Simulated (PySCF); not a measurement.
# NO+: excited-state relaxation, vibronic structure

Aim: compute the excited-state relaxation, vibronic structure of NO+ (`N#[O+]`).

Computed with PySCF 2.14.0 and routines of our own; the level stands in each step. Atoms count from 0.

## 1. The system as given

2 atoms, charge 1, multiplicity 1; geometry from: GFN2-xTB.

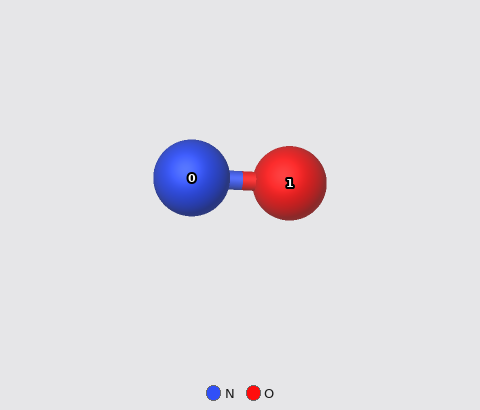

The starting geometry (nitrogen blue, oxygen red).

## 2. Optimising the geometry at BHandHLYP/def2-TZVP

What the job is given:

```
{"job": {"xc": "BHandHLYP", "basis": "def2-TZVP", "grid": 1, "kind": "geom"}, "charge": 1, "multiplicity": 1}
N      0.527355    -0.002852    -0.002890
O     -0.524598     0.004120    -0.011259
```

Run with:

```console
$ OMP_NUM_THREADS=1 python excited_run.py task.json out
```

The driver reads the jobs from task.json and runs them one after another.

What it wrote:

```text
step   0  E = -129.52682399  max force = 0.041284
step   1  E = -129.52727129  max force = 0.004035
step   2  E = -129.52727531  max force = 0.000597
step   3  E = -129.52727540  max force = 0.000006
optimisation converged
```

Wall time 1.5 s (1 thread of Arm Neoverse V1, shared host); peak memory 0.25 GiB.

The steps of the relaxation:

```tsv
step	energy from step 0 (eV)	largest force component (eV/Å)
0	0.0000	2.1229
1	-0.0122	0.2075
2	-0.0123	0.0307
3	-0.0123	0.0003
```

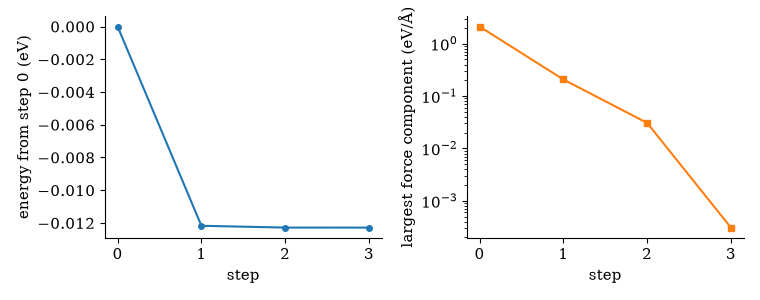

Energy and force, step by step.

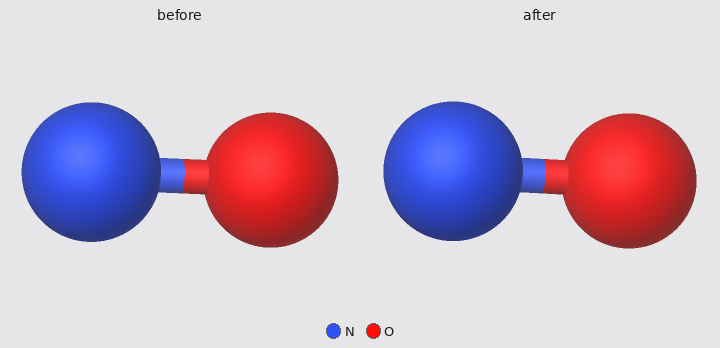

The geometry before (left) and after (right).

The bond:

```tsv
bond	before (Å)	after (Å)	change (Å)
N0–O1	1.052	1.041	-0.011
```

The final coordinates are the input of the step that follows.

```tsv
at the end point	value
point group (found at 0.08 Å tolerance)	Cinfv
rotational constants (GHz, main isotopes)	62.510, 62.510
```

## 3. Excited-state relaxation: TDDFT BHandHLYP/def2-TZVP

What the job is given:

```
{"job": {"kind": "xopt", "state": "S1", "method": "TDDFT", "freq": true, "xc": "BHandHLYP", "basis": "def2-TZVP", "grid": 1}, "charge": 1, "multiplicity": 1}
N      0.520691    -0.018667     0.018297
O     -0.517936     0.019935    -0.032443
```

Level: TDDFT BHandHLYP/def2-TZVP excited-state geometry optimisation, gas phase.

What it wrote:

```text
final grid: 10304 points
cycle   1  E = -129.4432847767  dE =  9.210e-01  |g| = 6.153e-01  |ddm| = 1.409e+00
cycle   2  E = -129.4288532693  dE =  1.443e-02  |g| = 7.832e-01  |ddm| = 6.762e-01
cycle   3  E = -129.5204942774  dE = -9.164e-02  |g| = 2.150e-01  |ddm| = 3.355e-01
cycle   4  E = -129.5272611234  dE = -6.767e-03  |g| = 8.650e-03  |ddm| = 8.120e-02
cycle   5  E = -129.5272752482  dE = -1.412e-05  |g| = 9.841e-04  |ddm| = 9.339e-03
cycle   6  E = -129.5272753970  dE = -1.487e-07  |g| = 1.376e-04  |ddm| = 7.799e-04
cycle   7  E = -129.5272754008  dE = -3.828e-09  |g| = 1.118e-05  |ddm| = 1.293e-04
cycle   8  E = -129.5272754008  dE = -2.240e-11  |g| = 3.557e-07  |ddm| = 1.231e-05
converged SCF energy = -129.5272754008

vertical S1 at the ground-state geometry: 10.4019 eV
step    E(state)/Eh    max force   excitation/eV  root
  0    -129.13688980   0.409052    10.6105      1
  1    -129.21264869   0.219658     7.8231      1
  2    -129.22639152   0.122660     6.8091      1
  3    -129.23425393   0.035925     5.6360      1
  4    -129.23520665   0.009567     5.1814      1
  5    -129.23528945   0.001212     5.0202      1
  6    -129.23529022   0.000038     4.9968      1
optimisation converged
vertical emission 4.9968 eV, adiabatic 7.9453 eV, Stokes shift 5.4051 eV, reorganisation 2.4566 (excited) and 2.9485 eV (ground)
zero-point change -0.0808 eV, 0-0 energy 7.8645 eV
frequencies of the excited state (cm-1): 1354
```

It took 14 s on 1 thread of Arm Neoverse V1, shared host; peak memory 0.27 GiB.

Key values:

```tsv
quantity	value
vertical absorption, S1	10.40 eV
adiabatic energy, S1	7.95 eV
vertical emission, S1	5.00 eV
Stokes shift, S1	5.41 eV
geometry moved (RMSD), S1	0.114 Å
```

Bonds of the start that changed most:

```tsv
bond	start (Å)	end (Å)
N0–O1	1.041	1.268
```

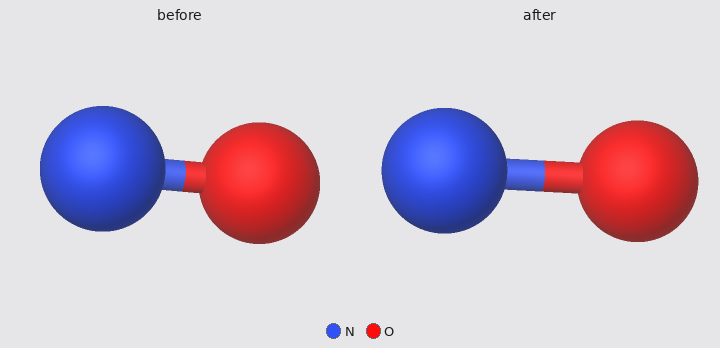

Before and after.

## 4. Excited-state relaxation: UKS BHandHLYP/def2-TZVP

What the job is given:

```
{"job": {"kind": "xopt", "state": "T1", "method": "UKS", "freq": true, "xc": "BHandHLYP", "basis": "def2-TZVP", "grid": 1}, "charge": 1, "multiplicity": 1}
N      0.520691    -0.018667     0.018297
O     -0.517936     0.019935    -0.032443
```

Method: UKS BHandHLYP/def2-TZVP excited-state geometry optimisation, gas phase.

What it wrote:

```text
final grid: 10304 points
cycle   1  E = -129.4432847767  dE =  9.210e-01  |g| = 6.153e-01  |ddm| = 1.409e+00
cycle   2  E = -129.4288532693  dE =  1.443e-02  |g| = 7.832e-01  |ddm| = 6.762e-01
cycle   3  E = -129.5204942774  dE = -9.164e-02  |g| = 2.150e-01  |ddm| = 3.355e-01
cycle   4  E = -129.5272611234  dE = -6.767e-03  |g| = 8.650e-03  |ddm| = 8.120e-02
cycle   5  E = -129.5272752482  dE = -1.412e-05  |g| = 9.841e-04  |ddm| = 9.339e-03
cycle   6  E = -129.5272753970  dE = -1.487e-07  |g| = 1.376e-04  |ddm| = 7.799e-04
cycle   7  E = -129.5272754008  dE = -3.828e-09  |g| = 1.118e-05  |ddm| = 1.293e-04
cycle   8  E = -129.5272754008  dE = -2.240e-11  |g| = 3.557e-07  |ddm| = 1.231e-05
converged SCF energy = -129.5272754008

vertical T1 at the ground-state geometry: 7.8537 eV
step    E(state)/Eh    max force   <S^2>
  0    -129.23200427   0.339486    2.0181
  1    -129.26145798   0.036865    2.0349
  2    -129.26185248   0.021043    2.0372
  3    -129.26205497   0.001504    2.0409
  4    -129.26205606   0.000044    2.0411
optimisation converged
vertical emission 6.4919 eV, adiabatic 7.2170 eV, Stokes shift 1.3618 eV, reorganisation 0.6367 (excited) and 0.7250 eV (ground)
zero-point change -0.0463 eV, 0-0 energy 7.1707 eV
frequencies of the excited state (cm-1): 1911
```

It took 8.6 s on 1 thread of Arm Neoverse V1, shared host; peak memory 0.27 GiB.

Key values:

```tsv
quantity	value
vertical gap at the ground-state geometry, T1	7.85 eV
adiabatic energy, T1	7.22 eV
vertical gap at the relaxed geometry, T1	6.49 eV
difference of the two gaps, T1	1.36 eV
geometry moved (RMSD), T1	0.049 Å
```

Bonds of the start that changed most:

```tsv
bond	start (Å)	end (Å)
N0–O1	1.041	1.138
```

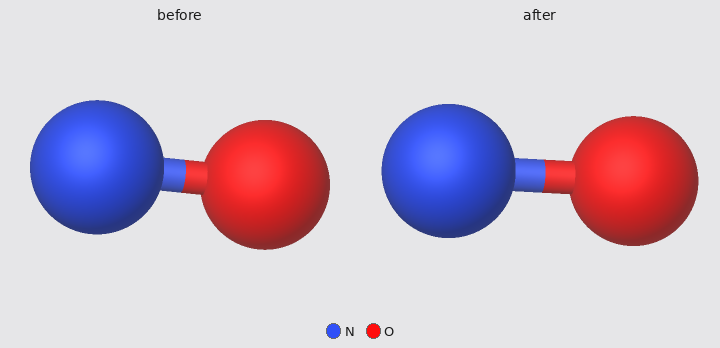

Before and after.

## 5. Excited-state relaxation: TDA BHandHLYP/def2-TZVP

What the job is given:

```
{"job": {"kind": "xopt", "state": "T1", "method": "TDA", "xc": "BHandHLYP", "basis": "def2-TZVP", "grid": 1}, "charge": 1, "multiplicity": 1}
N      0.520691    -0.018667     0.018297
O     -0.517936     0.019935    -0.032443
```

With the program's defaults for keys left out, this is: TDA BHandHLYP/def2-TZVP excited-state geometry optimisation, gas phase.

What it wrote:

```text
final grid: 10304 points
cycle   1  E = -129.4432847767  dE =  9.210e-01  |g| = 6.153e-01  |ddm| = 1.409e+00
cycle   2  E = -129.4288532693  dE =  1.443e-02  |g| = 7.832e-01  |ddm| = 6.762e-01
cycle   3  E = -129.5204942774  dE = -9.164e-02  |g| = 2.150e-01  |ddm| = 3.355e-01
cycle   4  E = -129.5272611234  dE = -6.767e-03  |g| = 8.650e-03  |ddm| = 8.120e-02
cycle   5  E = -129.5272752482  dE = -1.412e-05  |g| = 9.841e-04  |ddm| = 9.339e-03
cycle   6  E = -129.5272753970  dE = -1.487e-07  |g| = 1.376e-04  |ddm| = 7.799e-04
cycle   7  E = -129.5272754008  dE = -3.828e-09  |g| = 1.118e-05  |ddm| = 1.293e-04
cycle   8  E = -129.5272754008  dE = -2.240e-11  |g| = 3.557e-07  |ddm| = 1.231e-05
converged SCF energy = -129.5272754008

vertical T1 at the ground-state geometry: 7.9170 eV
step    E(state)/Eh    max force   excitation/eV  root
  0    -129.22961380   0.342515     8.0874      1
  1    -129.28071988   0.189062     5.9588      1
  2    -129.29077313   0.101323     5.1394      1
  3    -129.29565882   0.023042     4.2733      1
  4    -129.29597641   0.003885     4.0336      1
  5    -129.29598550   0.000192     3.9858      1
optimisation converged
vertical emission 3.9858 eV, adiabatic 6.2937 eV, Stokes shift 3.9312 eV, reorganisation 1.6233 (excited) and 2.3080 eV (ground)
```

It took 3.9 s on 1 thread of Arm Neoverse V1, shared host; peak memory 0.28 GiB.

Key values:

```tsv
quantity	value
vertical gap at the ground-state geometry, T1	7.92 eV
adiabatic energy, T1	6.29 eV
vertical gap at the relaxed geometry, T1	3.99 eV
difference of the two gaps, T1	3.93 eV
geometry moved (RMSD), T1	0.097 Å
```

Bonds of the start that changed most:

```tsv
bond	start (Å)	end (Å)
N0–O1	1.041	1.234
```

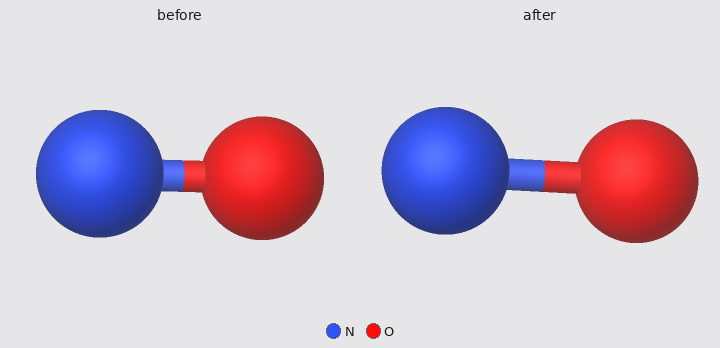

Before and after.

## 6. Vibronic structure: TDDFT BHandHLYP/def2-TZVP

What the job is given:

```
{"job": {"kind": "vib", "tda": false, "freq": true, "xc": "BHandHLYP", "basis": "def2-TZVP", "grid": 1}, "charge": 1, "multiplicity": 1}
N      0.520691    -0.018667     0.018297
O     -0.517936     0.019935    -0.032443
```

Method: TDDFT BHandHLYP/def2-TZVP vertical-gradient vibronic structure (displaced harmonic oscillators, Condon), gas phase.

What it wrote:

```text
final grid: 10304 points
cycle   1  E = -129.4432847767  dE =  9.210e-01  |g| = 6.153e-01  |ddm| = 1.409e+00
cycle   2  E = -129.4288532693  dE =  1.443e-02  |g| = 7.832e-01  |ddm| = 6.762e-01
cycle   3  E = -129.5204942774  dE = -9.164e-02  |g| = 2.150e-01  |ddm| = 3.355e-01
cycle   4  E = -129.5272611234  dE = -6.767e-03  |g| = 8.650e-03  |ddm| = 8.120e-02
cycle   5  E = -129.5272752482  dE = -1.412e-05  |g| = 9.841e-04  |ddm| = 9.339e-03
cycle   6  E = -129.5272753970  dE = -1.487e-07  |g| = 1.376e-04  |ddm| = 7.799e-04
cycle   7  E = -129.5272754008  dE = -3.828e-09  |g| = 1.118e-05  |ddm| = 1.293e-04
cycle   8  E = -129.5272754008  dE = -2.240e-11  |g| = 3.557e-07  |ddm| = 1.231e-05
converged SCF energy = -129.5272754008

Singlet excitations (eV, f): 10.402 (0.0170)  10.402 (0.0170)  10.495 (0.0000)  11.143 (0.0000)  11.143 (0.0000)  16.570 (0.1336)

State S1  10.4019 eV  f = 0.01698  H->L 0.98
  relaxed dipole 1.010 D, largest gradient of the excitation energy 0.3603 Eh/bohr
  mode    cm-1        S   lambda/meV  Raman
    1   2658.1    2.6947     888.1   1.000
  reorganisation energy 0.8881 eV, total S 2.695, 0-0 9.5139 eV
  absorption maximum 10.173 eV, width 1.012 eV

State S2  10.4019 eV  f = 0.01698  H->L+1 0.98
  relaxed dipole 1.010 D, largest gradient of the excitation energy 0.3603 Eh/bohr
  mode    cm-1        S   lambda/meV  Raman
    1   2658.1    2.6947     888.1   1.000
  reorganisation energy 0.8881 eV, total S 2.695, 0-0 9.5139 eV
  absorption maximum 10.173 eV, width 1.012 eV

State S6  16.5703 eV  f = 0.13359  H-3->L 0.97
  relaxed dipole 0.574 D, largest gradient of the excitation energy 0.1801 Eh/bohr
  mode    cm-1        S   lambda/meV  Raman
    1   2658.1    0.6734     221.9   1.000
  reorganisation energy 0.2219 eV, total S 0.673, 0-0 16.3484 eV
  absorption maximum 16.348 eV, width 0.360 eV

State T1  7.9170 eV  f = 0.00000  H->L 0.98
  relaxed dipole 1.738 D, largest gradient of the excitation energy 0.2939 Eh/bohr
  mode    cm-1        S   lambda/meV  Raman
    1   2658.1    1.7930     590.9   1.000
  reorganisation energy 0.5909 eV, total S 1.793, 0-0 7.3261 eV
  absorption maximum 7.657 eV, width 1.000 eV
```

It took 1.2 s on 1 thread of Arm Neoverse V1, shared host; peak memory 0.28 GiB.

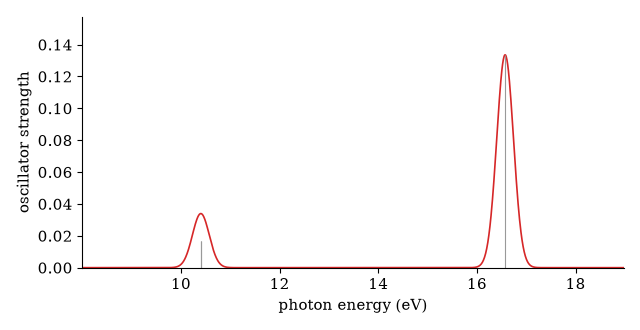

Absorption lines of the singlets. Lines are broadened to a width of 0.40 eV (Gaussian).

## 7. What came out

| quantity | value |
| --- | --- |
| point group | Cinfv |
| rotational constants (main isotopes) | 62.51, 62.51 GHz |
| vertical absorption, S1 (step 3, TDDFT BHandHLYP/def2-TZVP) | 10.40 eV |
| adiabatic energy, S1 (step 3, TDDFT BHandHLYP/def2-TZVP) | 7.95 eV |
| vertical emission, S1 (step 3, TDDFT BHandHLYP/def2-TZVP) | 5.00 eV |
| Stokes shift, S1 (step 3, TDDFT BHandHLYP/def2-TZVP) | 5.41 eV |
| vertical gap at the ground-state geometry, T1 (step 4, UKS BHandHLYP/def2-TZVP) | 7.85 eV |
| adiabatic energy, T1 (step 4, UKS BHandHLYP/def2-TZVP) | 7.22 eV |
| vertical gap at the relaxed geometry, T1 (step 4, UKS BHandHLYP/def2-TZVP) | 6.49 eV |
| difference of the two gaps, T1 (step 4, UKS BHandHLYP/def2-TZVP) | 1.36 eV |
| vertical gap at the ground-state geometry, T1 (step 5, TDA BHandHLYP/def2-TZVP) | 7.92 eV |
| adiabatic energy, T1 (step 5, TDA BHandHLYP/def2-TZVP) | 6.29 eV |
| vertical gap at the relaxed geometry, T1 (step 5, TDA BHandHLYP/def2-TZVP) | 3.99 eV |
| difference of the two gaps, T1 (step 5, TDA BHandHLYP/def2-TZVP) | 3.93 eV |
| S1: vertical, reorganisation, 0-0, total S (step 6, TDDFT BHandHLYP/def2-TZVP, modes from BHandHLYP/def2-TZVP) | 10.40, 0.89, 9.51 eV; 2.7 |
| S2: vertical, reorganisation, 0-0, total S (step 6, TDDFT BHandHLYP/def2-TZVP, modes from BHandHLYP/def2-TZVP) | 10.40, 0.89, 9.51 eV; 2.7 |
| S6: vertical, reorganisation, 0-0, total S (step 6, TDDFT BHandHLYP/def2-TZVP, modes from BHandHLYP/def2-TZVP) | 16.57, 0.22, 16.35 eV; 0.7 |

What this shows: Over 3 steps the energy fell by 0.012 eV; of the close pairs, N0–O1 changed most, 1.052 to 1.041 Å. In steps 3, 5 the driver flags a change of the state's leading configuration on relaxing; where it is real, start and end values belong to different states. In step 3 the harmonic model is doubtful. In step 3 (excited-state relaxation), among the bonds N0–O1 changes most, from 1.041 to 1.268 Å. In step 4 (excited-state relaxation), among the bonds N0–O1 changes most, from 1.041 to 1.138 Å. In step 5 (excited-state relaxation), among the bonds N0–O1 changes most, from 1.041 to 1.234 Å. Some states lie very close; unless symmetry makes them partners, their order is unsure. The vibronic model keeps the ground-state modes and shifts them along the gradient alone, so it can miss much of the relaxation that a full optimisation finds. ΔSCF (UKS) and response values aren't on one footing and may follow different states, so their differences aren't method errors alone, and singlets and triplets from the two don't rank.
